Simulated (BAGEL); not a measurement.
# BNH3F (SMILES NBF): levels of theory compared

Aim: a comparison of 4 runs (HF/STO-3G, HF/3-21G, HF/6-31G*, HF/def2-TZVP) of BNH3F. 

The results are computed with BAGEL 1.2.2.

### 1 The structure to begin with

BNH3F has 6 atoms, charge 0, and is taken as a singlet. SMILES: `NBF`. The B2–F3 distance was set to 1.739 Å, away from the relaxed value.

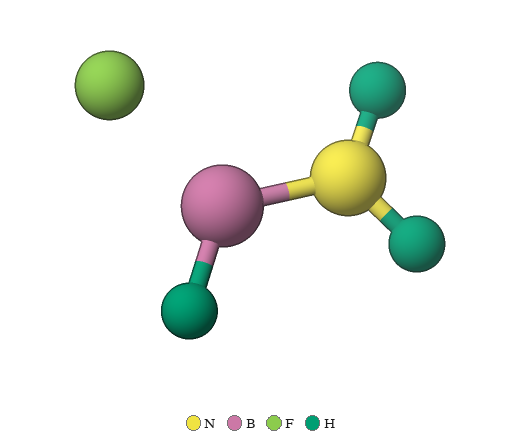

The structure, seen from a chosen angle (nitrogen yellow, boron pink, fluorine green, hydrogen teal).

### 2 A single-point energy at HF/STO-3G (density fitting with qzvpp-jkfit) (run 1)

input.json reads:

```json
{ "bagel": [

{
  "title": "molecule",
  "basis": "sto-3g",
  "df_basis": "qzvpp-jkfit",
  "angstrom": true,
  "geometry": [
    { "atom": "N", "xyz": [      -0.435699,      -0.157510,      -0.888707 ] },
    { "atom": "B", "xyz": [       0.406401,      -0.410310,       0.187193 ] },
    { "atom": "F", "xyz": [       0.446700,       0.710400,       1.515900 ] },
    { "atom": "H", "xyz": [      -0.497099,      -0.771910,      -1.680007 ] },
    { "atom": "H", "xyz": [      -1.031299,       0.652090,      -0.938807 ] },
    { "atom": "H", "xyz": [       1.106401,      -1.379810,       0.225193 ] }
  ]
},

{
  "title": "hf"
},

{
  "title": "print",
  "file": "orbitals.molden",
  "orbitals": true
}

]}
```

Launch:

```sh
BAGEL_NUM_THREADS=1 BAGEL input.json > input.out
```

The log of the run:

```text
* using 1 threads per process

  ===============================================================
  ===============================================================

  *** Geometry ***

  { "atom" : "N", "xyz" : [     -0.823352,     -0.297651,     -1.679413 ] },
  { "atom" : "B", "xyz" : [      0.767987,     -0.775374,      0.353744 ] },
  { "atom" : "F", "xyz" : [      0.844141,      1.342461,      2.864636 ] },
  { "atom" : "H", "xyz" : [     -0.939381,     -1.458698,     -3.174753 ] },
  { "atom" : "H", "xyz" : [     -1.948873,      1.232272,     -1.774088 ] },
  { "atom" : "H", "xyz" : [      2.090795,     -2.607463,      0.425553 ] },

  Number of auxiliary basis functions:      283

  Since a DF basis is specified, we compute 2- and 3-index integrals:
    o Being stored without compression. Storage requirement is 0.001 GB

  Number of basis functions:       18
  Number of electrons      :       24

    * METHOD: MOLECULE                             0.05

  *** RHF ***

  === Nuclear Repulsion ===
    58.6091313325

      * DIIS with orbital gradients will be used.

  === RHF iteration (sto-3g) ===
      0       -177.76142099          0.03060749           0.00
      1       -177.87388323          0.01068490           0.00
      2       -177.88559578          0.00289452           0.00
[... 9 lines of this table left out ...]
     12       -177.88716622          0.00000000           0.00
    * SCF iteration converged.

    * Permanent dipole moment:
           (    0.441242,     0.230832,     0.973123) a.u.

    * METHOD: HF                                   0.07

    * METHOD: PRINT                                0.00

  ===============================================================
```

Run time: 0.28 s. Hardware: 1 thread of Arm Neoverse V1, shared host.

### 3 The energy at HF/3-21G (density fitting with qzvpp-jkfit) (run 2)

input.json reads:

```json
{ "bagel" : [

{
  "title" : "molecule",
  "basis" : "3-21g",
  "df_basis" : "qzvpp-jkfit",
  "angstrom" : true,
  "geometry" : [
    { "atom" : "N", "xyz" : [      -0.435699,      -0.157510,      -0.888707 ] },
    { "atom" : "B", "xyz" : [       0.406401,      -0.410310,       0.187193 ] },
    { "atom" : "F", "xyz" : [       0.446700,       0.710400,       1.515900 ] },
    { "atom" : "H", "xyz" : [      -0.497099,      -0.771910,      -1.680007 ] },
    { "atom" : "H", "xyz" : [      -1.031299,       0.652090,      -0.938807 ] },
    { "atom" : "H", "xyz" : [       1.106401,      -1.379810,       0.225193 ] }
  ]
},

{
  "title" : "hf"
},

{
  "title" : "print",
  "file" : "orbitals.molden",
  "orbitals" : true
}

]}
```

Launch:

```sh
BAGEL_NUM_THREADS=1 BAGEL input.json > input.out
```

The log of the run:

```text
* using 1 threads per process

  ===============================================================
  ===============================================================

  *** Geometry ***

  { "atom" : "N", "xyz" : [     -0.823352,     -0.297651,     -1.679413 ] },
  { "atom" : "B", "xyz" : [      0.767987,     -0.775374,      0.353744 ] },
  { "atom" : "F", "xyz" : [      0.844141,      1.342461,      2.864636 ] },
  { "atom" : "H", "xyz" : [     -0.939381,     -1.458698,     -3.174753 ] },
  { "atom" : "H", "xyz" : [     -1.948873,      1.232272,     -1.774088 ] },
  { "atom" : "H", "xyz" : [      2.090795,     -2.607463,      0.425553 ] },

  Number of auxiliary basis functions:      283

  Since a DF basis is specified, we compute 2- and 3-index integrals:
    o Being stored without compression. Storage requirement is 0.002 GB

  Number of basis functions:       33
  Number of electrons      :       24

    * METHOD: MOLECULE                             0.05

  *** RHF ***

  === Nuclear Repulsion ===
    58.6091313325

      * DIIS with orbital gradients will be used.

  === RHF iteration (3-21g) ===
      0       -179.21213772          0.04487948           0.00
      1       -179.33157548          0.02706613           0.00
      2       -179.38517664          0.00321994           0.00
[... 9 lines of this table left out ...]
     12       -179.38681803          0.00000001           0.00
    * SCF iteration converged.

    * Permanent dipole moment:
           (    0.542381,     0.563710,     1.511873) a.u.

    * METHOD: HF                                   0.11

    * METHOD: PRINT                                0.00

  ===============================================================
```

It took 0.32 s on 1 thread of Arm Neoverse V1, shared host.

### 4 The energy at HF/6-31G(d) (density fitting with qzvpp-jkfit, spherical functions) (run 3)

hf.json reads:

```json
{ "bagel": [

{
  "title": "molecule",
  "basis": "6-31gs.json",
  "df_basis": "qzvpp-jkfit",
  "angstrom": "true",
  "geometry": [
    { "atom": "N", "xyz": [      -0.435699,      -0.157510,      -0.888707 ] },
    { "atom": "B", "xyz": [       0.406401,      -0.410310,       0.187193 ] },
    { "atom": "F", "xyz": [       0.446700,       0.710400,       1.515900 ] },
    { "atom": "H", "xyz": [      -0.497099,      -0.771910,      -1.680007 ] },
    { "atom": "H", "xyz": [      -1.031299,       0.652090,      -0.938807 ] },
    { "atom": "H", "xyz": [       1.106401,      -1.379810,       0.225193 ] }
  ]
},

{
  "title": "hf"
},

{
  "title": "print",
  "file": "orbitals.molden",
  "orbitals": "true"
}

]}
```

The basis set 6-31G* is read from a file made from the Basis Set Exchange's data (not shown).

Launch:

```sh
BAGEL_NUM_THREADS=1 BAGEL hf.json > hf.out
```

The log of the run:

```text
* using 1 threads per process

  ===============================================================
  ===============================================================

  *** Geometry ***

  { "atom" : "N", "xyz" : [     -0.823352,     -0.297651,     -1.679413 ] },
  { "atom" : "B", "xyz" : [      0.767987,     -0.775374,      0.353744 ] },
  { "atom" : "F", "xyz" : [      0.844141,      1.342461,      2.864636 ] },
  { "atom" : "H", "xyz" : [     -0.939381,     -1.458698,     -3.174753 ] },
  { "atom" : "H", "xyz" : [     -1.948873,      1.232272,     -1.774088 ] },
  { "atom" : "H", "xyz" : [      2.090795,     -2.607463,      0.425553 ] },

  Number of auxiliary basis functions:      283

  Since a DF basis is specified, we compute 2- and 3-index integrals:
    o Being stored without compression. Storage requirement is 0.005 GB

  Number of basis functions:       48
  Number of electrons      :       24

    * METHOD: MOLECULE                             0.06

  *** RHF ***

  === Nuclear Repulsion ===
    58.6091313325

      * DIIS with orbital gradients will be used.

  === RHF iteration (6-31gs.json) ===
      0       -180.10943703          0.03608836           0.01
      1       -180.26141736          0.02293472           0.01
      2       -180.34622782          0.00314864           0.01
[... 10 lines of this table left out ...]
     13       -180.34853691          0.00000001           0.01
    * SCF iteration converged.

    * Permanent dipole moment:
           (    0.507584,     0.626085,     1.525997) a.u.

    * METHOD: HF                                   0.18

    * METHOD: PRINT                                0.01

  ===============================================================
```

Run time: 0.4 s. Hardware: 1 thread of Arm Neoverse V1, shared host.

### 5 The energy at HF/def2-TZVP (density fitting with qzvpp-jkfit) (run 4)

calc.json reads:

```json
{ "bagel" : [

{
  "title" : "molecule",
  "basis" : "def2-tzvp.json",
  "df_basis" : "qzvpp-jkfit",
  "angstrom" : true,
  "geometry" : [
    { "atom" : "N", "xyz" : [      -0.435699,      -0.157510,      -0.888707 ] },
    { "atom" : "B", "xyz" : [       0.406401,      -0.410310,       0.187193 ] },
    { "atom" : "F", "xyz" : [       0.446700,       0.710400,       1.515900 ] },
    { "atom" : "H", "xyz" : [      -0.497099,      -0.771910,      -1.680007 ] },
    { "atom" : "H", "xyz" : [      -1.031299,       0.652090,      -0.938807 ] },
    { "atom" : "H", "xyz" : [       1.106401,      -1.379810,       0.225193 ] }
  ]
},

{ "title" : "hf" },

{ "title" : "print", "file" : "orbitals.molden", "orbitals" : true }

]}
```

The basis set def2-TZVP is read from a file made from the Basis Set Exchange's data (not shown).

Launch:

```sh
BAGEL_NUM_THREADS=1 BAGEL calc.json > calc.out
```

The log of the run:

```text
* using 1 threads per process

  ===============================================================
  ===============================================================

  *** Geometry ***

  { "atom" : "N", "xyz" : [     -0.823352,     -0.297651,     -1.679413 ] },
  { "atom" : "B", "xyz" : [      0.767987,     -0.775374,      0.353744 ] },
  { "atom" : "F", "xyz" : [      0.844141,      1.342461,      2.864636 ] },
  { "atom" : "H", "xyz" : [     -0.939381,     -1.458698,     -3.174753 ] },
  { "atom" : "H", "xyz" : [     -1.948873,      1.232272,     -1.774088 ] },
  { "atom" : "H", "xyz" : [      2.090795,     -2.607463,      0.425553 ] },

  Number of auxiliary basis functions:      283

  Since a DF basis is specified, we compute 2- and 3-index integrals:
    o Being stored without compression. Storage requirement is 0.028 GB

  Number of basis functions:      111
  Number of electrons      :       24

    * METHOD: MOLECULE                             0.12

  *** RHF ***

  === Nuclear Repulsion ===
    58.6091313325

      * DIIS with orbital gradients will be used.

  === RHF iteration (def2-tzvp.json) ===
      0       -180.14061704          0.02675802           0.02
      1       -180.29592541          0.01941296           0.03
      2       -180.43292357          0.00249651           0.03
[... 10 lines of this table left out ...]
     13       -180.43620293          0.00000001           0.03
    * SCF iteration converged.

    * Permanent dipole moment:
           (    0.490511,     0.697359,     1.578801) a.u.

    * METHOD: HF                                   0.47

    * METHOD: PRINT                                0.03

  ===============================================================
```

Run time: 0.78 s. Hardware: 1 thread of Arm Neoverse V1, shared host.

### 6 Overview of the runs

| run | level | energy (Eh) | dipole moment (D) | HOMO energy (eV) | LUMO energy (eV) | wall time |
| --- | --- | --- | --- | --- | --- | --- |
| 1 | HF/STO-3G (density fitting with qzvpp-jkfit) | -177.887166 | 2.78 | -10.04 | 8.68 | 0.28 s |
| 2 | HF/3-21G (density fitting with qzvpp-jkfit) | -179.386818 | 4.33 | -12.62 | 4.38 | 0.32 s |
| 3 | HF/6-31G* (density fitting with qzvpp-jkfit, spherical functions) | -180.348537 | 4.39 | -12.72 | 4.33 | 0.4 s |
| 4 | HF/def2-TZVP (density fitting with qzvpp-jkfit) | -180.436203 | 4.56 | -12.97 | 2.96 | 0.78 s |

### 7 Outcome

| quantity | value |
| --- | --- |
| run 4: total energy | -180.43620 Eh |
| run 4: dipole moment | 4.56 D |
| run 4: HOMO energy | -12.97 eV |
| run 4: LUMO energy | 2.96 eV |
| run 4: HOMO–LUMO gap | 15.93 eV |

In words: The dipole moment (its size) runs from 2.78 D (HF/STO-3G) to 4.56 D (HF/def2-TZVP). The HOMO–LUMO gap runs from 15.93 eV (HF/def2-TZVP) to 18.73 eV (HF/STO-3G). In run 1 the basis is minimal, so the values are rough. All runs together took 1.8 s, the longest 0.78 s.
